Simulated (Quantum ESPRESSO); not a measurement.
# Ti(0001): a series in the number of layers, part 6 of 8

Wanted: a table for Ti(0001) against the number of layers, and what can be fitted to it.

Quantum ESPRESSO 7.5; plane-wave DFT, PBE, GBRV ultrasoft pseudopotentials.

So far. Step 6 (Relaxing the ions, 5 layers): The relaxation lowers the energy by 19 meV an atom. On the free atoms the largest force ends at 0.019 eV/Å. Step 7 (Self-consistent run, 5 layers): Inside the slab this potential holds the local part of the pseudopotentials, which can be repulsive at the nuclei; only its value in the vacuum has a meaning of its own.

### 8. Relaxation with pw.x, 12 layers

System of this step: Ti(0001), 12 layers. The cell holds 12 atoms: 12 Ti. Cell: a = 2.939 Å, b = 2.939 Å, c = 41.421 Å, α = 90.0°, β = 90.0°, γ = 60.0°. It derives from Ti. Vacuum lies along c.

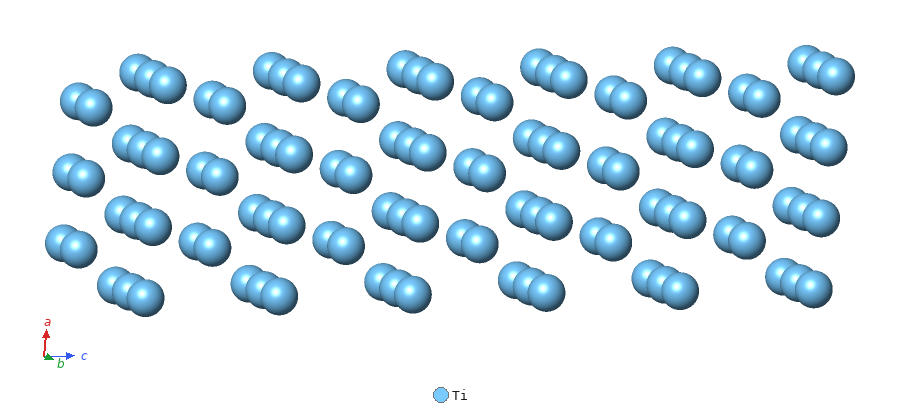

The cell of this step (titanium blue). 3×2×1 cells are drawn. Some periodic images of atoms are drawn too.

m6.relax.in reads:

```
&control
  prefix = 'm6.relax'
  outdir = './out'
  pseudo_dir = './pseudo'
  nstep = 40
  forc_conv_thr = 0.001
  calculation = 'relax'
/
&system
  ibrav = 0
  nat = 12
  ntyp = 1
  ecutwfc = 40
  ecutrho = 200
  occupations = 'smearing'
  smearing = 'mv'
  degauss = 0.02
/
&electrons
  conv_thr = 1e-08
  mixing_beta = 0.4
  electron_maxstep = 120
  mixing_mode = 'local-TF'
/
&ions
/
ATOMIC_SPECIES
  Ti  47.8670  ti_pbe_v1.4.uspp.F.UPF
CELL_PARAMETERS angstrom
  2.93894489200000 0.00000000000000 0.00000000000000
  1.46947244600000 2.54520093679451 0.00000000000000
  0.00000000000000 0.00000000000000 41.42135887628083
ATOMIC_POSITIONS crystal
  Ti  0.666666666700 0.666666666700 0.191546570957
  Ti  0.000000000000 0.000000000000 0.247629012601
  Ti  0.666666666700 0.666666666700 0.303711454246 0 0 0
  Ti  0.000000000000 0.000000000000 0.359793895890 0 0 0
  Ti  0.666666666700 0.666666666700 0.415876337534 0 0 0
  Ti  0.000000000000 0.000000000000 0.471958779178 0 0 0
  Ti  0.666666666700 0.666666666700 0.528041220822 0 0 0
  Ti  0.000000000000 0.000000000000 0.584123662466 0 0 0
  Ti  0.666666666700 0.666666666700 0.640206104110 0 0 0
  Ti  0.000000000000 0.000000000000 0.696288545754 0 0 0
  Ti  0.666666666700 0.666666666700 0.752370987399
  Ti  0.000000000000 0.000000000000 0.808453429043
K_POINTS automatic
  12 12 1 0 0 0
```

Launch:

```sh
$ OMP_NUM_THREADS=1 mpirun -n 4 pw.x -nk 4 -in m6.relax.in > m6.relax.out
```

What it wrote:

```text
[banner, memory and clock lines left out]
Program PWSCF v.7.5 starts
[...]
Message from routine setup:
[...]
number of electrons       =       144.00
     number of Kohn-Sham states=           86
     kinetic-energy cutoff     =      40.0000  Ry
     charge density cutoff     =     200.0000  Ry
[...]
number of k points=    19  Marzari-Vanderbilt smearing, width (Ry)=  0.0200
[...]
Dense  grid:   100121 G-vectors     FFT dimensions: (  27,  27, 360)
[...]
negative rho (up, down):  2.526E-02 0.000E+00
     Starting wfcs are  120 randomized atomic wfcs
[...]
negative rho (up, down):  2.544E-02 0.000E+00
[...]
estimated scf accuracy    <       8.59107042 Ry
[...]
negative rho (up, down):  3.084E-02 0.000E+00
[...]
estimated scf accuracy    <       3.25730941 Ry
[...]
negative rho (up, down):  3.290E-02 0.000E+00
[...]
estimated scf accuracy    <       0.28817533 Ry
[...]
negative rho (up, down):  3.144E-02 0.000E+00
[...]
estimated scf accuracy    <       0.05677438 Ry
[...]
negative rho (up, down):  3.039E-02 0.000E+00
[...]
estimated scf accuracy    <       0.09035727 Ry
[...]
negative rho (up, down):  2.972E-02 0.000E+00
[...]
estimated scf accuracy    <       0.00265471 Ry
[...]
negative rho (up, down):  2.937E-02 0.000E+00
[...]
estimated scf accuracy    <       0.00260155 Ry
[...]
negative rho (up, down):  2.729E-02 0.000E+00
[...]
estimated scf accuracy    <       0.00327236 Ry
[...]
negative rho (up, down):  2.548E-02 0.000E+00
[...]
estimated scf accuracy    <       0.00813911 Ry
[...]
negative rho (up, down):  2.449E-02 0.000E+00
[...]
estimated scf accuracy    <       0.00131891 Ry
[...]
negative rho (up, down):  2.066E-02 0.000E+00
[...]
estimated scf accuracy    <       0.00069303 Ry
[...]
negative rho (up, down):  1.905E-02 0.000E+00
[...]
estimated scf accuracy    <       0.00045985 Ry
[...]
negative rho (up, down):  1.825E-02 0.000E+00
[...]
estimated scf accuracy    <       0.00008402 Ry
[...]
negative rho (up, down):  1.795E-02 0.000E+00
[...]
estimated scf accuracy    <       0.00005163 Ry
[...]
negative rho (up, down):  1.712E-02 0.000E+00
[...]
estimated scf accuracy    <       0.00003921 Ry
[...]
negative rho (up, down):  1.707E-02 0.000E+00
[...]
estimated scf accuracy    <       0.00002205 Ry
[...]
negative rho (up, down):  1.706E-02 0.000E+00
[...]
estimated scf accuracy    <       0.00000428 Ry
[...]
negative rho (up, down):  1.701E-02 0.000E+00
[...]
estimated scf accuracy    <       0.00000038 Ry
[...]
negative rho (up, down):  1.701E-02 0.000E+00
[...]
estimated scf accuracy    <       0.00000009 Ry
[...]
negative rho (up, down):  1.701E-02 0.000E+00
[...]
the Fermi energy is     7.6414 ev
!    total energy              =   -1430.86662845 Ry
     estimated scf accuracy    <          5.2E-09 Ry
     smearing contrib. (-TS)   =      -0.00306798 Ry
     internal energy E=F+TS    =   -1430.86356046 Ry
[...]
one-electron contribution =  -14229.46098280 Ry
     hartree contribution      =    7132.22729367 Ry
     xc contribution           =    -216.28187349 Ry
     ewald contribution        =    5882.65200216 Ry
     convergence has been achieved in  20 iterations
     negative rho (up, down):  1.701E-02 0.000E+00
[...]
Total force =     0.042996     Total SCF correction =     0.000176
[...]
negative rho (up, down):  1.717E-02 0.000E+00
[...]
negative rho (up, down):  1.731E-02 0.000E+00
[...]
estimated scf accuracy    <       0.85606207 Ry
[...]
negative rho (up, down):  1.708E-02 0.000E+00
[...]
estimated scf accuracy    <       0.12451945 Ry
[...]
negative rho (up, down):  1.704E-02 0.000E+00
[...]
estimated scf accuracy    <       0.01364684 Ry
[...]
negative rho (up, down):  1.703E-02 0.000E+00
[...]
estimated scf accuracy    <       0.00119855 Ry
[...]
negative rho (up, down):  1.707E-02 0.000E+00
[...]
estimated scf accuracy    <       0.00014375 Ry
[...]
negative rho (up, down):  1.709E-02 0.000E+00
[...]
estimated scf accuracy    <       0.00014456 Ry
[...]
negative rho (up, down):  1.713E-02 0.000E+00
[...]
estimated scf accuracy    <       0.00001481 Ry
[...]
negative rho (up, down):  1.715E-02 0.000E+00
[...]
estimated scf accuracy    <       0.00000319 Ry
[...]
negative rho (up, down):  1.716E-02 0.000E+00
[...]
estimated scf accuracy    <       0.00000014 Ry
[...]
negative rho (up, down):  1.716E-02 0.000E+00
[...]
estimated scf accuracy    <       0.00000065 Ry
[...]
negative rho (up, down):  1.716E-02 0.000E+00
[...]
estimated scf accuracy    <       0.00000002 Ry
[...]
negative rho (up, down):  1.717E-02 0.000E+00
[...]
estimated scf accuracy    <       0.00000005 Ry
[...]
negative rho (up, down):  1.717E-02 0.000E+00
[...]
estimated scf accuracy    <       0.00000006 Ry
[...]
negative rho (up, down):  1.717E-02 0.000E+00
[...]
estimated scf accuracy    <       0.00000001 Ry
[...]
negative rho (up, down):  1.717E-02 0.000E+00
[...]
estimated scf accuracy    <       0.00000002 Ry
[...]
negative rho (up, down):  1.716E-02 0.000E+00
[...]
the Fermi energy is     7.6403 ev
!    total energy              =   -1430.86838283 Ry
     estimated scf accuracy    <          2.6E-09 Ry
     smearing contrib. (-TS)   =      -0.00282176 Ry
     internal energy E=F+TS    =   -1430.86556107 Ry
[...]
one-electron contribution =  -14230.07553488 Ry
     hartree contribution      =    7132.53236605 Ry
     xc contribution           =    -216.28910691 Ry
     ewald contribution        =    5882.96671467 Ry
     convergence has been achieved in  16 iterations
     negative rho (up, down):  1.716E-02 0.000E+00
[...]
Total force =     0.038541     Total SCF correction =     0.000188
[...]
WARNING: bfgs curvature condition failed, Theta= 0.893
[...]
negative rho (up, down):  1.701E-02 0.000E+00
[...]
negative rho (up, down):  1.715E-02 0.000E+00
[...]
estimated scf accuracy    <       0.96965092 Ry
[...]
negative rho (up, down):  1.691E-02 0.000E+00
[...]
estimated scf accuracy    <       0.12245559 Ry
[...]
negative rho (up, down):  1.686E-02 0.000E+00
[...]
estimated scf accuracy    <       0.01542069 Ry
[...]
negative rho (up, down):  1.684E-02 0.000E+00
[...]
estimated scf accuracy    <       0.00122585 Ry
[...]
negative rho (up, down):  1.688E-02 0.000E+00
[...]
estimated scf accuracy    <       0.00020020 Ry
[...]
negative rho (up, down):  1.691E-02 0.000E+00
[...]
estimated scf accuracy    <       0.00014363 Ry
[...]
negative rho (up, down):  1.695E-02 0.000E+00
[...]
estimated scf accuracy    <       0.00001364 Ry
[...]
negative rho (up, down):  1.696E-02 0.000E+00
[...]
estimated scf accuracy    <       0.00000460 Ry
[...]
negative rho (up, down):  1.698E-02 0.000E+00
[...]
estimated scf accuracy    <       0.00000025 Ry
[...]
negative rho (up, down):  1.699E-02 0.000E+00
[...]
estimated scf accuracy    <       0.00000053 Ry
[...]
negative rho (up, down):  1.700E-02 0.000E+00
[...]
estimated scf accuracy    <       0.00000009 Ry
[...]
negative rho (up, down):  1.700E-02 0.000E+00
[...]
estimated scf accuracy    <          7.5E-09 Ry
[...]
negative rho (up, down):  1.700E-02 0.000E+00
[...]
estimated scf accuracy    <          4.1E-09 Ry
[...]
negative rho (up, down):  1.701E-02 0.000E+00
[...]
estimated scf accuracy    <          5.5E-09 Ry
[...]
negative rho (up, down):  1.702E-02 0.000E+00
[...]
the Fermi energy is     7.6392 ev
!    total energy              =   -1430.87009040 Ry
     estimated scf accuracy    <          1.4E-09 Ry
     smearing contrib. (-TS)   =      -0.00254094 Ry
     internal energy E=F+TS    =   -1430.86754946 Ry
[...]
one-electron contribution =  -14231.27865354 Ry
     hartree contribution      =    7133.13987486 Ry
     xc contribution           =    -216.29813848 Ry
     ewald contribution        =    5883.56936770 Ry
     convergence has been achieved in  15 iterations
     negative rho (up, down):  1.702E-02 0.000E+00
[...]
Total force =     0.032955     Total SCF correction =     0.000106
[...]
negative rho (up, down):  1.612E-02 0.000E+00
[...]
negative rho (up, down):  1.628E-02 0.000E+00
[...]
estimated scf accuracy    <       2.01790998 Ry
[...]
negative rho (up, down):  1.593E-02 0.000E+00
[...]
estimated scf accuracy    <       0.21365835 Ry
[...]
negative rho (up, down):  1.585E-02 0.000E+00
[...]
estimated scf accuracy    <       0.03145787 Ry
[...]
negative rho (up, down):  1.582E-02 0.000E+00
[...]
estimated scf accuracy    <       0.00245199 Ry
[...]
negative rho (up, down):  1.588E-02 0.000E+00
[...]
estimated scf accuracy    <       0.00030638 Ry
[...]
negative rho (up, down):  1.593E-02 0.000E+00
[...]
estimated scf accuracy    <       0.00027206 Ry
[...]
negative rho (up, down):  1.601E-02 0.000E+00
[...]
estimated scf accuracy    <       0.00004025 Ry
[...]
negative rho (up, down):  1.605E-02 0.000E+00
[...]
estimated scf accuracy    <       0.00000249 Ry
[...]
negative rho (up, down):  1.606E-02 0.000E+00
[...]
estimated scf accuracy    <       0.00000195 Ry
[...]
negative rho (up, down):  1.607E-02 0.000E+00
[...]
estimated scf accuracy    <       0.00000114 Ry
[...]
negative rho (up, down):  1.609E-02 0.000E+00
[...]
estimated scf accuracy    <       0.00000020 Ry
[...]
negative rho (up, down):  1.612E-02 0.000E+00
[...]
estimated scf accuracy    <       0.00000015 Ry
[...]
negative rho (up, down):  1.613E-02 0.000E+00
[...]
estimated scf accuracy    <       0.00000004 Ry
[...]
negative rho (up, down):  1.614E-02 0.000E+00
[...]
estimated scf accuracy    <       0.00000007 Ry
[...]
negative rho (up, down):  1.615E-02 0.000E+00
[...]
estimated scf accuracy    <       0.00000002 Ry
[...]
negative rho (up, down):  1.616E-02 0.000E+00
[...]
estimated scf accuracy    <       0.00000001 Ry
[...]
negative rho (up, down):  1.616E-02 0.000E+00
[...]
estimated scf accuracy    <       0.00000002 Ry
[...]
negative rho (up, down):  1.616E-02 0.000E+00
[...]
estimated scf accuracy    <          2.4E-09 Ry
[...]
negative rho (up, down):  1.615E-02 0.000E+00
[...]
the Fermi energy is     7.6393 ev
!    total energy              =   -1430.87212482 Ry
     estimated scf accuracy    <          1.7E-09 Ry
     smearing contrib. (-TS)   =      -0.00211668 Ry
     internal energy E=F+TS    =   -1430.87000814 Ry
[...]
one-electron contribution =  -14234.06884823 Ry
     hartree contribution      =    7134.54650051 Ry
     xc contribution           =    -216.31375238 Ry
     ewald contribution        =    5884.96609195 Ry
     convergence has been achieved in  19 iterations
     negative rho (up, down):  1.615E-02 0.000E+00
[...]
Total force =     0.023005     Total SCF correction =     0.000096
[...]
negative rho (up, down):  1.595E-02 0.000E+00
[...]
negative rho (up, down):  1.586E-02 0.000E+00
[...]
estimated scf accuracy    <       4.03425647 Ry
[...]
negative rho (up, down):  1.541E-02 0.000E+00
[...]
estimated scf accuracy    <       0.33212144 Ry
[...]
negative rho (up, down):  1.529E-02 0.000E+00
[...]
estimated scf accuracy    <       0.05820740 Ry
[...]
negative rho (up, down):  1.527E-02 0.000E+00
[...]
estimated scf accuracy    <       0.00454745 Ry
[...]
negative rho (up, down):  1.535E-02 0.000E+00
[...]
estimated scf accuracy    <       0.00067804 Ry
[...]
negative rho (up, down):  1.542E-02 0.000E+00
[...]
estimated scf accuracy    <       0.00048332 Ry
[...]
negative rho (up, down):  1.553E-02 0.000E+00
[...]
estimated scf accuracy    <       0.00006491 Ry
[...]
negative rho (up, down):  1.561E-02 0.000E+00
[...]
estimated scf accuracy    <       0.00000934 Ry
[...]
negative rho (up, down):  1.565E-02 0.000E+00
[...]
estimated scf accuracy    <       0.00001019 Ry
[...]
negative rho (up, down):  1.570E-02 0.000E+00
[...]
estimated scf accuracy    <       0.00000578 Ry
[...]
negative rho (up, down):  1.577E-02 0.000E+00
[...]
estimated scf accuracy    <       0.00000152 Ry
[...]
negative rho (up, down):  1.587E-02 0.000E+00
[...]
estimated scf accuracy    <       0.00000045 Ry
[...]
negative rho (up, down):  1.589E-02 0.000E+00
[...]
estimated scf accuracy    <       0.00000011 Ry
[...]
negative rho (up, down):  1.590E-02 0.000E+00
[...]
estimated scf accuracy    <       0.00000011 Ry
[...]
negative rho (up, down):  1.590E-02 0.000E+00
[...]
estimated scf accuracy    <       0.00000002 Ry
[...]
negative rho (up, down):  1.590E-02 0.000E+00
[...]
estimated scf accuracy    <       0.00000003 Ry
[...]
negative rho (up, down):  1.590E-02 0.000E+00
[...]
estimated scf accuracy    <          6.3E-09 Ry
[...]
negative rho (up, down):  1.590E-02 0.000E+00
[...]
```

Run time: 42 min. Hardware: 4 MPI ranks of Arm Neoverse N1, shared host; peak memory 1.1 GiB; 2.8 h of CPU time.

Relaxation path:

```
step  energy less that of the first step (eV)  largest force (eV/Å)
   1                                   0.0000                0.5966
   2                                  -0.0239                0.5292
   3                                  -0.0471                0.4464
   4                                  -0.0748                0.3022
   5                                  -0.0956                0.0681
   6                                  -0.0962                0.0277
   7                                  -0.0962                0.0198
```

The atoms that moved most (Å):

```
atom     dx     dy      dz  length
Ti11  0.000  0.000   0.081   0.081
 Ti2  0.000  0.000  -0.081   0.081
 Ti1  0.000  0.000   0.074   0.074
Ti12  0.000  0.000  -0.074   0.074
```

The relaxed structure:

```cif
data_structure
_symmetry_space_group_name_H-M 'P 1'
_symmetry_Int_Tables_number 1
_cell_length_a 2.9389
_cell_length_b 2.9389
_cell_length_c 41.4214
_cell_angle_alpha 90.000
_cell_angle_beta 90.000
_cell_angle_gamma 60.000
_cell_volume 309.84
loop_
_atom_site_label
_atom_site_type_symbol
_atom_site_fract_x
_atom_site_fract_y
_atom_site_fract_z
_atom_site_occupancy
Ti1 Ti 0.66667 0.66667 0.19333 1
Ti2 Ti 0.00000 0.00000 0.24566 1
Ti3 Ti 0.66667 0.66667 0.30371 1
Ti4 Ti 0.00000 0.00000 0.35979 1
Ti5 Ti 0.66667 0.66667 0.41588 1
Ti6 Ti 0.00000 0.00000 0.47196 1
Ti7 Ti 0.66667 0.66667 0.52804 1
Ti8 Ti 0.00000 0.00000 0.58412 1
Ti9 Ti 0.66667 0.66667 0.64021 1
Ti10 Ti 0.00000 0.00000 0.69629 1
Ti11 Ti 0.66667 0.66667 0.75434 1
Ti12 Ti 0.00000 0.00000 0.80667 1
```

The relaxation lowers the energy by 8 meV an atom. On the free atoms the largest force ends at 0.020 eV/Å.

This step gave:

| Item | Value |
| --- | --- |
| free energy | -19468.0285 eV |
| Fermi energy | 7.644 eV |

[end of part 6 of 8]

[Logs are printed without paths, hosts, clocks, repeated set-up lines and the standing remarks that a program may print on its own settings, such as how far it seeks lower states.]

[Hosts, paths, dates, database ids (printed as entryN), source tags and the programs' standing remarks are cut or masked in the printed files.]

[Maps of the electrostatic potential energy from Ansatz leave out the sawtooth potential of an applied field or a dipole correction, so their vacuum need not be flat; planar profiles and work functions include it.]
